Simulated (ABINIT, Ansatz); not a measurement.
# GaP (F-43m): from Born charge to LO-TO splitting

Aim: work out the LO frequency and the static dielectric constant of GaP (F-43m) from one linear-response run, then check them.

Calculated with ABINIT 10.8.3; DFT LDA, scalar-relativistic, plane waves, PseudoDojo norm-conserving pseudopotentials.

## 1. The relaxed structure

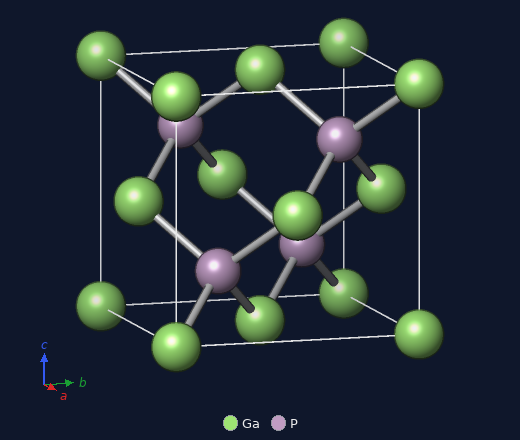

Start, viewed slightly off an axis; gallium green, phosphorus pink. This picture shows the conventional cell, with its axes. Bonds to atoms that aren't drawn are left out. Some periodic images of atoms are drawn too.

As a file:

```xyz
2
Lattice="0.0000 2.6938 2.6938 2.6938 0.0000 2.6938 2.6938 2.6938 0.0000" Properties=species:S:1:pos:R:3 pbc="T T T"
Ga    0.0000    0.0000    0.0000
P     1.3469    1.3469    1.3469
```

This is the cell after its relaxation at this level of theory, not the database cell from which that began.

## 2. What the response run gave

A linear-response run on the relaxed cell, with the response to an electric field; only its zone-centre results are used. Cutoff 44 Ha, k mesh 6×6×6 with shifts.

Numbers of over 12 decimals in the logs are rounded to 6 here.

Output:

```text
[banners, grids, parts of the stress and lines that vanish by symmetry left out]
- input  file    -> dfpt_gamma.abi
- output file    -> dfpt_gamma.abo
- root for input  files -> dfpt_gammai
[...]
DATASET    1 : space group F-4 3 m (#216); Bravais cF (face-center cubic)
[...]
nfft =       91125          nkpt =         432
[...]
DATASET    2 : space group F-4 3 m (#216); Bravais cF (face-center cubic)
[...]
nfft =       91125          nkpt =         432
[...]
== DATASET  1 ==================================================================
[...]
cutoff_energies: {ecut:  44.0, pawecutdg:  -1.0, }
[...]
- 15.00000   5.00000  180309                  znucl, zion, pspdat
[...]
Perturbation : derivative vs k along direction   1
[...]
-ETOT  1  -42.835289015820     -4.284E+01 1.365E+00 0.000E+00
 ETOT  2  -42.990511359508     -1.552E-01 7.383E-02 0.000E+00
 ETOT  3  -42.993910863054     -3.400E-03 5.103E-03 0.000E+00
 ETOT  4  -42.994081776845     -1.709E-04 6.353E-04 0.000E+00
 ETOT  5  -42.994093998400     -1.222E-05 5.553E-05 0.000E+00
[...]
At SCF step   22   max residual=  1.00E-20 < tolwfr=  1.00E-20 =>converged.
[...]
Perturbation : derivative vs k along direction   2
[...]
-ETOT  1  -42.835289015522     -4.284E+01 1.365E+00 0.000E+00
[...]
At SCF step   22   max residual=  1.00E-20 < tolwfr=  1.00E-20 =>converged.
[...]
Perturbation : derivative vs k along direction   3
[...]
-ETOT  1  -42.835289015224     -4.284E+01 1.365E+00 0.000E+00
[...]
At SCF step   22   max residual=  1.00E-20 < tolwfr=  1.00E-20 =>converged.
[...]
1        1       1.8447651065   -0.0000000000
     1        2       0.9223825533   -0.0000000000
     1        3       0.9223825532   -0.0000000000
     2        1       0.9223825533   -0.0000000000
     2        2       1.8447651065   -0.0000000000
     2        3       0.9223825532   -0.0000000000
     3        1       0.9223825532   -0.0000000000
     3        2       0.9223825532   -0.0000000000
     3        3       1.8447651065   -0.0000000000
[...]
== DATASET  2 ==================================================================
[...]
cutoff_energies: {ecut:  44.0, pawecutdg:  -1.0, }
[...]
Perturbation : displacement of atom   1   along direction   1
[...]
-ETOT  1   23.818733892876     -3.102E+04 3.377E+01 1.292E+02
[...]
At SCF step   11       vres2   =  3.70E-11 < tolvrs=  1.00E-10 =>converged.
[...]
At SCF step   10       vres2   =  1.56E-11 < tolvrs=  1.00E-10 =>converged.
[...]
-ETOT  1   3.922948     -1.045E+02 3.488E-01 1.585E+04
[...]
ETOT  9  0.863693     -1.673E-10 3.393E-10 4.155E-09
 ETOT 10  0.863693     -9.152E-12 1.831E-11 1.460E-11
 At SCF step   10       vres2   =  1.46E-11 < tolvrs=  1.00E-10 =>converged.
[...]
Dielectric tensor, in cartesian coordinates,
[...]
1    4   1    4        10.7631662317        -0.0000000000
   1    4   2    4         0.0000000000        -0.0000000000
   1    4   3    4         0.0000000000        -0.0000000000
   2    4   1    4         0.0000000000        -0.0000000000
   2    4   2    4        10.7631662317        -0.0000000000
   2    4   3    4         0.0000000000        -0.0000000000
   3    4   1    4         0.0000000000        -0.0000000000
   3    4   2    4         0.0000000000        -0.0000000000
   3    4   3    4        10.7631662317        -0.0000000000
  Effective charges, in cartesian coordinates,
[...]
1    1   1    4         2.0463849615         0.0000000000
   2    1   1    4        -0.0000000000         0.0000000000
   3    1   1    4         0.0000000000         0.0000000000
   1    2   1    4        -2.0550101896         0.0000000000
   2    2   1    4         0.0000000000         0.0000000000
[...]
Effective charges, in cartesian coordinates,
[...]
Rigid-atom elastic tensor , in cartesian coordinates,
[...]
Rigid-atom proper piezoelectric tensor, in cartesian coordinates,
[...]
2    4   2    6        -0.0135123695         0.0000000000
   2    4   3    6         0.0000000000         0.0000000000
   3    4   1    5        -0.0000000000         0.0000000000
   3    4   2    5        -0.0000000000         0.0000000000
   3    4   3    5         0.0000000000         0.0000000000
   3    4   1    6         0.0000000000         0.0000000000
   3    4   2    6         0.0000000000         0.0000000000
   3    4   3    6        -0.0135123691         0.0000000000
  Phonon wavevector (reduced coordinates) :  0.00000  0.00000  0.00000
 Phonon energies in Hartree :
[...]
Phonon frequencies in cm-1    :
-  8.431548E-01  8.431549E-01  8.431550E-01  3.651007E+02  3.651007E+02
-  3.651007E+02
  Phonon at Gamma, with non-analyticity in the
[...]
Phonon energies in Hartree :
[...]
Phonon frequencies in cm-1    :
-  8.431548E-01  8.431549E-01  8.859332E-01  3.651007E+02  3.651007E+02
-  3.953046E+02
  Phonon at Gamma, with non-analyticity in the
[...]
Phonon energies in Hartree :
[...]
Phonon frequencies in cm-1    :
-  8.431548E-01  8.431550E-01  8.859331E-01  3.651007E+02  3.651007E+02
-  3.953046E+02
  Phonon at Gamma, with non-analyticity in the
[...]
Phonon energies in Hartree :
[...]
Phonon frequencies in cm-1    :
-  8.431549E-01  8.431550E-01  8.859330E-01  3.651007E+02  3.651007E+02
-  3.953046E+02
[...]
fcart2     0.0000000000E+00  0.0000000000E+00  0.0000000000E+00
           strten2     0.0000000000E+00  0.0000000000E+00  0.0000000000E+00
================================================================================
```

```csv
quantity,value
cell volume Ω (Å³),39.095
mass of Ga (u),69.723
mass of P (u),30.974
"Born charge of Ga, raw (e)",2.046
"Born charge of P, raw (e)",-2.055
ε∞,10.763
ω(TO) after the sum rule (cm⁻¹),365.1
```

## 3. The calculation

The charges must sum to zero over the cell; taking off their mean, -0.004 e, leaves Z* = 2.051 e on Ga. In the polar mode Ga moves against P, so the reduced mass is μ = 69.72 × 30.97 / 100.70 = 21.446 u.

A longitudinal wave builds up a field that adds to the restoring force: ω(LO)² = ω(TO)² + 4π Z*² / (μ Ω ε∞), in Hartree atomic units. With μ = 39094 electron masses and Ω = 263.83 bohr³ the second term is 4.7603e-07 Ha², or 22930 cm⁻² (1 Ha = 219474.6 cm⁻¹).

So ω(LO) = √(133298 + 22930) = 395.3 cm⁻¹, and by the Lyddane-Sachs-Teller relation ε₀ = ε∞ (ω(LO)/ω(TO))² = 12.61.

## 4. Check against the program

The analysis program adds the same non-analytic term to the full matrix.

Output:

```text
[banners, grids, parts of the stress and lines that vanish by symmetry left out]
-outvars_anaddb: echo values of input variables ----------------------

 Flags :
[...]
Dielectric Tensor and Effective Charges
[...]
Effective charge tensors after
[...]
Phonon wavevector (reduced coordinates) :  0.00000  0.00000  0.00000
 Phonon energies in Hartree :
[...]
Phonon energies in meV     :
-  0.000000E+00  0.000000E+00  0.000000E+00  4.526667E+01  4.526667E+01
-  4.526667E+01
 Phonon frequencies in cm-1    :
-  0.000000E+00  0.000000E+00  0.000000E+00  3.651003E+02  3.651003E+02
-  3.651003E+02
 Phonon frequencies in Thz     :
-  0.000000E+00  0.000000E+00  0.000000E+00  1.094543E+01  1.094543E+01
-  1.094543E+01
 Phonon energies in Kelvin  :
-  0.000000E+00  0.000000E+00  0.000000E+00  5.252979E+02  5.252979E+02
-  5.252979E+02
[...]
-  1  0.00000000E+00  0.00000000E+00  2.33406095E-03
-     0.00000000E+00  0.00000000E+00  0.00000000E+00
-  2  0.00000000E+00  0.00000000E+00  2.33406098E-03
-     0.00000000E+00  0.00000000E+00  0.00000000E+00
[...]
-  1  0.00000000E+00 -2.33406095E-03  0.00000000E+00
-     0.00000000E+00  0.00000000E+00  0.00000000E+00
-  2  0.00000000E+00 -2.33406098E-03  0.00000000E+00
-     0.00000000E+00  0.00000000E+00  0.00000000E+00
[...]
-  1  2.33406096E-03  0.00000000E+00  0.00000000E+00
-     0.00000000E+00  0.00000000E+00  0.00000000E+00
-  2  2.33406099E-03  0.00000000E+00  0.00000000E+00
-     0.00000000E+00  0.00000000E+00  0.00000000E+00
[...]
-  1  0.00000000E+00  0.00000000E+00  1.55568314E-03
-     0.00000000E+00  0.00000000E+00  0.00000000E+00
-  2  0.00000000E+00 -1.16931969E-07 -3.50189603E-03
-     0.00000000E+00  0.00000000E+00  0.00000000E+00
[...]
-  1  0.00000000E+00  1.55568314E-03  0.00000000E+00
-     0.00000000E+00  0.00000000E+00  0.00000000E+00
-  2  0.00000000E+00 -3.50189603E-03  1.16932869E-07
-     0.00000000E+00  0.00000000E+00  0.00000000E+00
[...]
-  1  1.55568314E-03  0.00000000E+00  0.00000000E+00
-     0.00000000E+00  0.00000000E+00  0.00000000E+00
-  2 -3.50189604E-03  0.00000000E+00  0.00000000E+00
-     0.00000000E+00  0.00000000E+00  0.00000000E+00
[...]
-     1         -0.000000    -0.000000    -0.000000     0.000000
-     2         -0.000000     0.000000    -0.000000     0.000000
-     3         -0.000000    -0.000000     0.000000     0.000000
-     4          0.000035     0.000090     2.706641     2.706641
-     5          0.000053     2.706641    -0.000090     2.706641
-     6          2.706641    -0.000053    -0.000035     2.706641
[...]
-   1     Real    0.0000E+00  0.0000E+00  0.0000E+00  0.0000E+00  0.0000E+00  0.0000E+00  0.0000E+00
[...]
-     0.00000000E+00  0.00000000E+00  0.00000000E+00
-  2  0.00000000E+00  0.00000000E+00  2.33406098E-03
-     0.00000000E+00  0.00000000E+00  0.00000000E+00
[...]
Phonon at Gamma, with non-analyticity in the
[...]
Phonon energies in Hartree :
[...]
Phonon energies in meV     :
-  0.000000E+00  0.000000E+00  0.000000E+00  4.526667E+01  4.526667E+01
-  4.900565E+01
 Phonon frequencies in cm-1    :
-  0.000000E+00  0.000000E+00  0.000000E+00  3.651003E+02  3.651003E+02
-  3.952572E+02
 Phonon frequencies in Thz     :
-  0.000000E+00  0.000000E+00  0.000000E+00  1.094543E+01  1.094543E+01
-  1.184951E+01
 Phonon energies in Kelvin  :
-  0.000000E+00  0.000000E+00  0.000000E+00  5.252979E+02  5.252979E+02
-  5.686870E+02
[...]
Phonon at Gamma, with non-analyticity in the
[...]
Phonon energies in Hartree :
[...]
Phonon energies in meV     :
-  0.000000E+00  0.000000E+00  0.000000E+00  4.526667E+01  4.526667E+01
-  4.900565E+01
 Phonon frequencies in cm-1    :
-  0.000000E+00  0.000000E+00  0.000000E+00  3.651003E+02  3.651003E+02
-  3.952572E+02
 Phonon frequencies in Thz     :
-  0.000000E+00  0.000000E+00  0.000000E+00  1.094543E+01  1.094543E+01
-  1.184951E+01
 Phonon energies in Kelvin  :
-  0.000000E+00  0.000000E+00  0.000000E+00  5.252979E+02  5.252979E+02
-  5.686870E+02
[...]
-  1  0.00000000E+00  2.33406096E-03  0.00000000E+00
-     0.00000000E+00  0.00000000E+00  0.00000000E+00
-  2  0.00000000E+00  2.33406099E-03  0.00000000E+00
-     0.00000000E+00  0.00000000E+00  0.00000000E+00
[...]
-  1  2.33406096E-03  0.00000000E+00  0.00000000E+00
-     0.00000000E+00  0.00000000E+00  0.00000000E+00
-  2  2.33406099E-03  0.00000000E+00  0.00000000E+00
-     0.00000000E+00  0.00000000E+00  0.00000000E+00
[...]
-  1  2.30353283E-04  9.66617260E-04 -1.19697054E-03
-     0.00000000E+00  0.00000000E+00  0.00000000E+00
-  2 -5.18533130E-04 -2.17588856E-03  2.69442169E-03
-     0.00000000E+00  0.00000000E+00  0.00000000E+00
[...]
-  1  1.24914800E-03 -8.24065796E-04 -4.25082205E-04
-     0.00000000E+00  0.00000000E+00  0.00000000E+00
-  2 -2.81187493E-03  1.85500033E-03  9.56874602E-04
-     0.00000000E+00  0.00000000E+00  0.00000000E+00
[...]
Direction                     Dielectric constant
[...]
Elastic Tensor (clamped ion) (unit:10^2GP):
[...]
Elastic Tensor (relaxed ion) (unit:10^2GP):
[...]
Calculation of the tensor related to piezoelectric effetc
[...]
Proper piezoelectric constants (clamped ion) (unit:c/m^2)
[...]
Increase cutoff energy or k-points sampling.
[...]
Proper piezoelectric constants (relaxed ion) (unit:c/m^2)
[...]
0.00000000     -0.12676015      0.00000000
     -0.00000000     -0.00000000     -0.12676012
-
```

| quantity | by hand | program |
| --- | --- | --- |
| ω(LO) (cm⁻¹) | 395.3 | 395.3 |
| ε₀ | 12.61 | 12.61 |

## 5. What came out

| Item | Value |
| --- | --- |
| TO mode | 365.1 cm⁻¹ |
| LO mode | 395.3 cm⁻¹ |
| static dielectric constant | 12.61 |

In words: The LO mode of GaP (F-43m) lies at 395 cm⁻¹, 30 cm⁻¹ above the TO mode; the formula meets the program within 0.1 cm⁻¹, as it must for a cubic crystal with one polar mode. ω(LO)² − ω(TO)² goes with Z*²/ε∞: an error of 5 % in ε∞ would move the LO mode by 1.4 cm⁻¹, and semilocal functionals tend to overestimate ε∞. These are harmonic values at zero temperature, at the volume of this functional, for the structure held cubic; stability elsewhere in the zone is no part of this calculation.

[Host names and launcher messages were left out of these logs when they were recorded.]

[Logs are printed without paths, hosts, clocks, repeated set-up lines and the standing remarks that a program may print on its own settings, such as how far it seeks lower states.]

[Hosts, paths, dates, database ids (printed as entryN), source tags and the programs' standing remarks are cut or masked in the printed files.]
